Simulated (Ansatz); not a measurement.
**CKSn (SMILES [K][C]#[Sn+]) (charge +1, triplet): density, localisation and related maps**

Input

```
crystal:
  periodic: [false, false, false]
  atoms:
    - {symbol: C, position_ang: [0.000000, 0.000000, -0.230907]}
    - {symbol: K, position_ang: [0.000000, 0.000000, 2.564338]}
    - {symbol: Sn, position_ang: [0.000000, 0.000000, -2.333430]}
basis:
  gaussian:
    orbitals: def2-TZVPD
output: {forces: true, orbitals: {seedname: orbitals}}
magnetization:
  spin_polarized: true
  initial_magnetization: 2
hamiltonian:
  xc: pbe0
total_charge: 1
```

Command:

```sh
ansatz run input.yaml --threads 1 --pin off --max-ram 2610MiB --events-out events.jsonl --progress --plain --runs-dir runs
```

Geometry: PBE0-D3(BJ)/def2-SVP; core potentials replace the inner electrons of Sn.

Theory: Ansatz, isolated molecule in a Gaussian basis; Kohn-Sham density functional theory, functional PBE0.

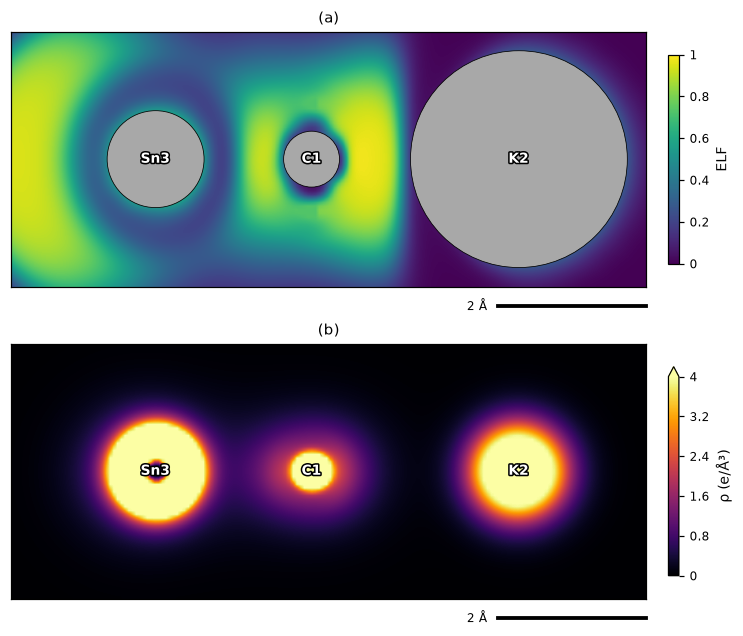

Figure 1. (a) ELF; (b) electron density on a plane that holds the molecular axis. Grey discs cover the atomic cores in the ELF map.

Question: Interpret the plot.

Answer: The section cuts through C, K and Sn sites.
C–Sn (2.10 Å): ρ is about 0.78 e/Å³ halfway; the ELF peaks at about 0.90 in the valence shell of C, 0.7 Å from its nucleus, and drops to about 0.20 between the two atoms.
C–K (2.80 Å): ρ is about 0.14 e/Å³ halfway; the ELF is about 0.10 at the midpoint.

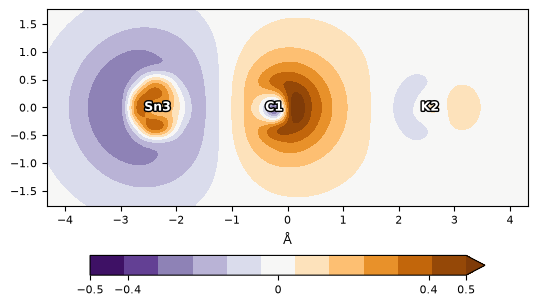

Figure 2. The HOMO−1 (β) on a plane that holds the molecular axis (values in Å⁻³ᐟ²; the overall sign is arbitrary).

Question: What is the character of this orbital?

Answer: By Hirshfeld shares it lies mainly on Sn3 (about 65 %) and C1 (about 35 %); it is of σ type. Its energy is −14.04 eV.

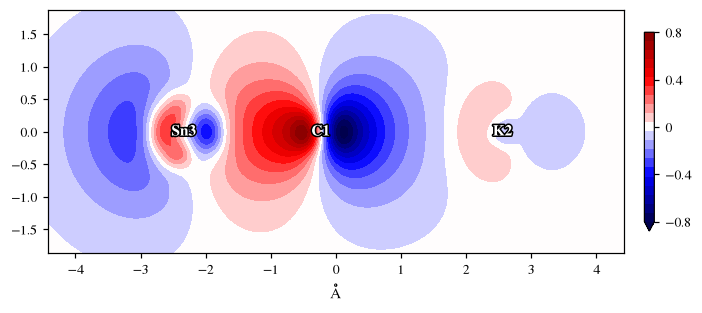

Figure 3. The HOMO (α) on a plane that holds the molecular axis (values in Å⁻³ᐟ²; the overall sign is arbitrary).

Question: Where does this orbital lie, and at what energy?

Answer: Its weight (Hirshfeld) is mainly on C1 (about 50 %) and Sn3 (about 40 %); it is of σ type. Its energy is −10.08 eV.
